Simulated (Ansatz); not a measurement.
**CrGeCl: density, localisation and related maps**

```yaml
crystal:
  lattice:
    - [4.53375, 0.00000, 0.00000]
    - [-2.26687, 3.92634, 0.00000]
    - [0.00000, 0.00000, 5.70042]
  atoms:
    - { symbol: Ge, position: [0.33330, 0.66670, 0.75000] }
    - { symbol: Ge, position: [0.66660, 0.33330, 0.25000] }
    - { symbol: Cl, position: [0.33330, 0.66670, 0.25000] }
    - { symbol: Cl, position: [0.66660, 0.33330, 0.75000] }
    - { symbol: Cr, position: [0.00000, 0.00000, 0.00000] }
    - { symbol: Cr, position: [0.00000, 0.00000, 0.50000] }
```

Space group P6₃/mmc; built by placing these elements on a known structure type; computed pressure about 13 GPa in this cell; site moments Cr: +4.1 μB and −4.1 μB in one cell of 6 atoms (antiferromagnetic in this solution, which needn't be the ground state, with every nearest magnetic neighbour opposed); spin-polarised.

Method: DFT, PAW plane waves, HSE06 in Ansatz 0.2.0.

In a PAW calculation such maps are meaningful between the atoms, not at the nuclei.

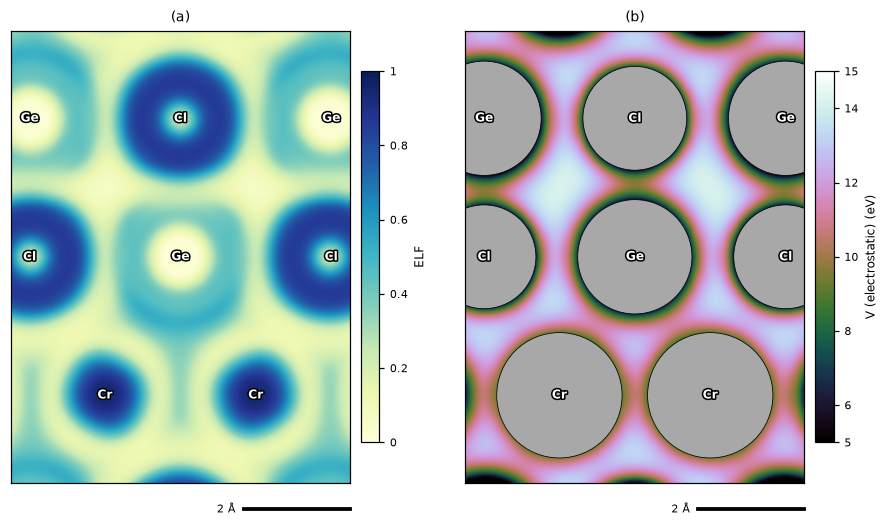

Figure 1. (a) ELF; (b) electrostatic potential (local pseudopotential plus Hartree) felt by an electron on the (110) plane of the conventional cell. Grey discs cover the atomic cores in the potential map.

Read the bonding off the picture.

Answer.
- Atoms in the plane: Ge, Cl and Cr.
- Cr–Ge (2.98 Å): the ELF is about 0.40 at the midpoint.
- Cr–Cl (2.98 Å): the ELF is about 0.15 at the midpoint (no localised pair shows between them).
- The features right at Cr lie inside the PAW spheres, where the map follows smoothed inner orbitals and isn't to be read closely.
- Outside the cores the potential energy rises away from the atoms and is highest about 1.9 Å from the nearest atoms; its zero is arbitrary.

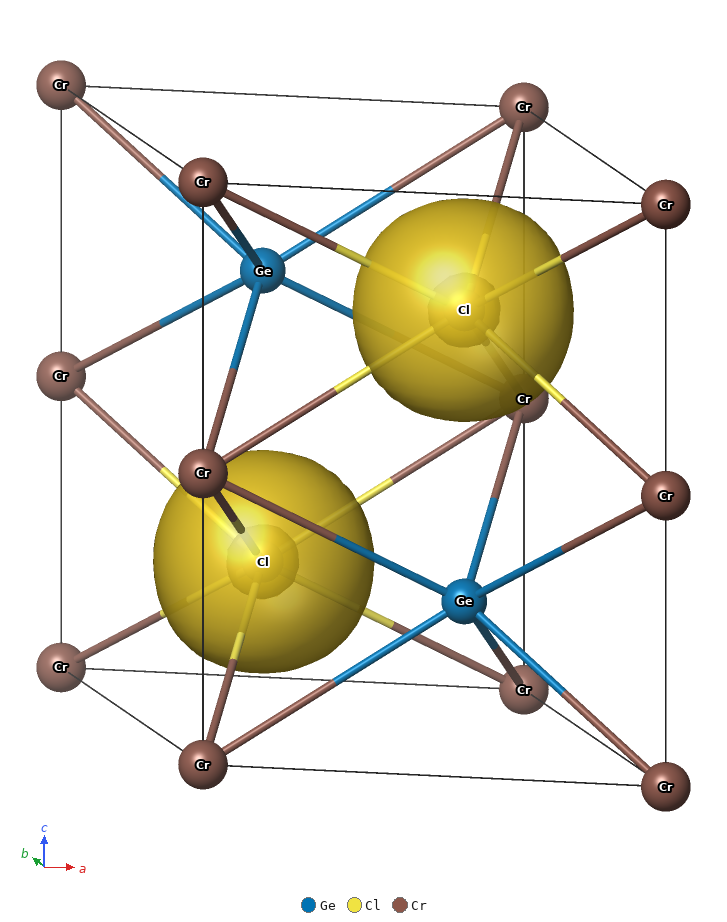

Figure 2. Isosurface of the electron localisation function at 0.65 (yellow), seen at an oblique angle. Core shells are left out. Sticks mark near contacts.

Describe the localisation domains.

Answer. At this value the surface marks out two regions wrapped around Cl (the valence shell of each), counted in one cell of 6 atoms. Regions shared between cells count once.

Which way does charge flow, and how much by Bader's partition?

Answer. Electrons move from Ge and Cr towards Cl. Bader charges: Ge +0.21, Cl −0.79 and Cr +0.58 e.
